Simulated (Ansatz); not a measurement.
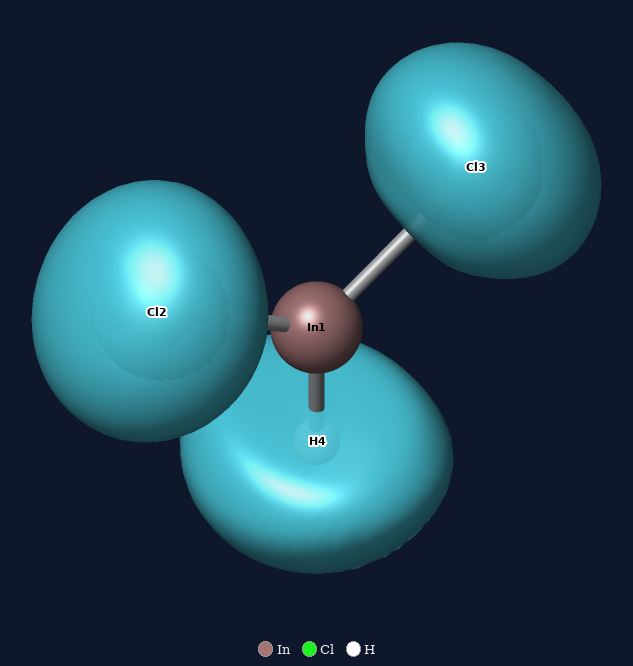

*Cl₂HIn. Isosurface of the electron localisation function at 0.75 (cyan), seen at an oblique angle. Only the valence region is drawn (cores and ρ < 0.01 e/Å³ removed).*

Geometry: r2SCAN-D4/def2-TZVP; core potentials replace the inner electrons of In.

Method: RKS PBE0-D4/def2-TZVP in Ansatz.

The calculation's input:

```
crystal:
  periodic: [false, false, false]
  atoms:
    - {symbol: In, position_ang: [-0.117976, -0.198044, 0.000167]}
    - {symbol: Cl, position_ang: [2.194563, -0.054346, 0.013507]}
    - {symbol: Cl, position_ang: [-1.092790, 1.903898, -0.015054]}
    - {symbol: H, position_ang: [-0.983797, -1.651507, 0.001381]}
basis:
  gaussian: {orbitals: def2-TZVP, initial_orbitals: start.molden}
hamiltonian: {xc: pbe0, dispersion: d4}
scf: {omitted_lower_state_checks: [starts]}
output: {orbitals: {seedname: orbitals}}
```

Run with:

```sh
ansatz run in.yaml --threads 4 --pin off --events-out ev --progress --plain --max-ram 3916MiB
```

> Describe the localisation domains.

The ELF exceeds this value in one region around a hydrogen nucleus and two regions wrapped around Cl (the valence shell of each).

Values along the shortest contacts:
In–Cl (2.32 Å): the ELF peaks at about 0.80 in the valence shell of Cl, 0.8 Å from its nucleus, and drops to about 0.15 between the two atoms. In–H (1.69 Å): the ELF climbs to about 1 towards the hydrogen.
